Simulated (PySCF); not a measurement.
**C8H22N2Si, SMILES `CCN(CC)[SiH2]N(CC)CC`: what the electrons do**

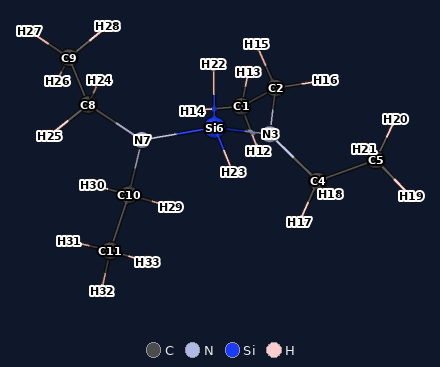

The molecule, with its atoms numbered as below. No frequency check shows the geometry to be a minimum.

Cartesian coordinates (Å):

```
C1       1.0152    1.9719   -1.5132
C2       1.6094    1.5469   -0.1694
N3       1.4252    0.1387    0.0959
C4       2.4867   -0.7227   -0.3614
C5       3.6485   -0.8041    0.6304
Si6      0.1183   -0.4163    1.0599
N7      -1.3720   -0.2306    0.2215
C8      -2.5896    0.1903    0.8738
C9      -2.9394    1.6419    0.5403
C10     -1.5320   -0.7457   -1.1184
C11     -1.9657   -2.2125   -1.1514
H12      1.4515    1.3917   -2.3235
H13      1.2112    3.0259   -1.6968
H14     -0.0583    1.8073   -1.5073
H15      1.1270    2.1198    0.6261
H16      2.6782    1.7866   -0.1519
H17      2.0813   -1.7252   -0.5125
H18      2.8565   -0.3626   -1.3285
H19      4.4264   -1.4622    0.2510
H20      4.0785    0.1801    0.8001
H21      3.2869   -1.1880    1.5805
H22     -0.0147    0.3952    2.2740
H23      0.4422   -1.8112    1.3967
H24     -2.4594    0.0949    1.9530
H25     -3.4198   -0.4619    0.5807
H26     -3.0943    1.7653   -0.5291
H27     -3.8473    1.9413    1.0584
H28     -2.1248    2.2930    0.8472
H29     -0.5716   -0.6529   -1.6304
H30     -2.2666   -0.1378   -1.6586
H31     -2.9244   -2.3444   -0.6550
H32     -2.0586   -2.5544   -2.1795
H33     -1.2284   -2.8252   -0.6395
```

Part 1: Bonding charge

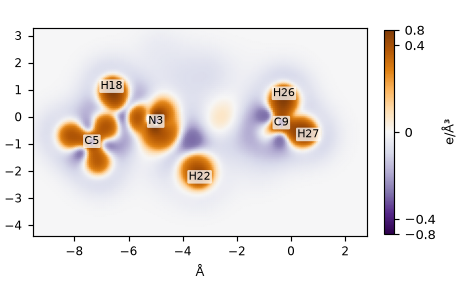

Deformation density (molecule less spherical, spin-averaged free atoms) in the plane of N3, C5, C9, H18, H22, H26 and H27; colour scale in e/Å³, logarithmic beyond ±0.1; orange: gain, purple: loss.

Computed with PySCF, PBE0/6-31G*, geometry: GFN2-xTB.

Question: How much density has each bond in this plane gained at its critical point, relative to the free atoms?

Answer: C9–H26: +0.62 e/Å³ at the bond critical point (bond length 1.09 Å, Mayer order 0.9). C9–H27: +0.62 e/Å³ at the bond critical point (bond length 1.09 Å, Mayer order 0.9). In all, 6.6 electrons gather in the regions of gain relative to the promolecule.

Question: Where do the Hirshfeld charges lie?

Answer: The highest Hirshfeld charge is on Si6 (+0.34 e), the lowest on N7 (−0.18 e).

Part 2: Local ionisation energy

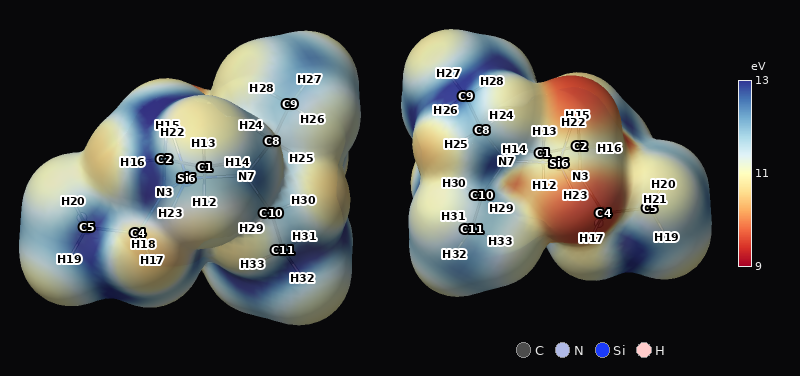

Average local ionisation energy on the surface of electron density 0.001 a.u. (back view left, front view right).

Question: Where are the most loosely bound electrons on this surface?

Answer: The lowest value is 9.4 eV, 1.5 Å from H23. Further minima include 9.5 eV, over N3, off the plane of its three bonds (2.1 Å); 10.4 eV, 1.4 Å from H25. For comparison, the highest occupied orbital lies at −5.8 eV.

Part 3: In an electric field

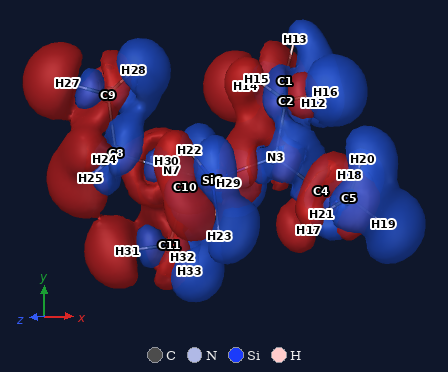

Change of the electron density in a uniform field of 0.41 V/Å, surfaces at ±0.002 e/Å³ (red: gain, blue: loss).

Method: ωB97X/6-31G*; geometry: GFN2-xTB; program: PySCF. A basis without diffuse functions makes polarisabilities too small.

Question: Along which Cartesian direction does the field point?

Answer: Along +x: electrons gather on the −x side, against the field.

Question: What dipole is induced, and what polarisability does it imply?

Answer: The induced dipole is 2.62 D (along the field); α along this axis, from the fields in both directions, is 129 bohr³ (19.1 Å³).

Question: Which atoms gain and lose the most charge?

Answer: Electrons gather most on H27 (Hirshfeld charge changes by −0.017 e) and leave H19 most (+0.016 e); 0.246 electrons are displaced in all.

Part 4: Localised orbitals

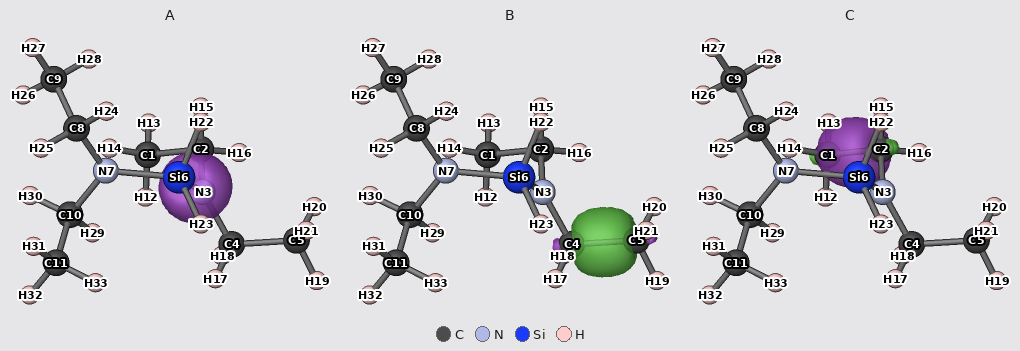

Pipek–Mezey orbitals, occupied; each surface holds about 80 % of the orbital's density. Energies are diagonal elements of the Fock matrix.

Computed with PySCF, BLYP/6-31+G*, geometry: GFN2-xTB.

Question: What does each orbital represent in a Lewis picture?

Answer: By panel:
- A: σ bond N3–Si6 (N3 70 %, Si6 29 %; −13.5 eV)
- B: σ bond C5–C4 (C5 50 %, C4 49 %; −12.1 eV)
- C: σ bond C1–C2 (C1 50 %, C2 50 %; −12.1 eV)
